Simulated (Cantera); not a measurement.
Charge: 1 mol CuO, 2.9 mol CH₄, 0.044 mol CO, held at 38.0 Pa.

Equilibrium computed with Cantera from the NASA thermochemical tables; the gas is ideal and each condensed phase is pure. Candidate condensed phases: C, C₆H₆, C₇H₈, C₈H₁₈, Cu, CuO, Cu(OH)₂, Cu₂O, H₂O; 113 gas species. Kinetics and transport are ignored.

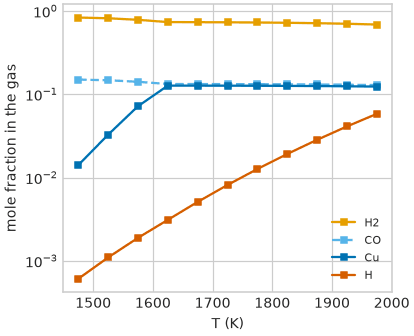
*Equilibrium gas composition (values under 1e-9 drawn at 1e-9)*

Question: Read off the mole fractions at 1625 K.

Answer: H₂ about 0.74, CO about 0.13, Cu about 0.13, H about 0.0031.
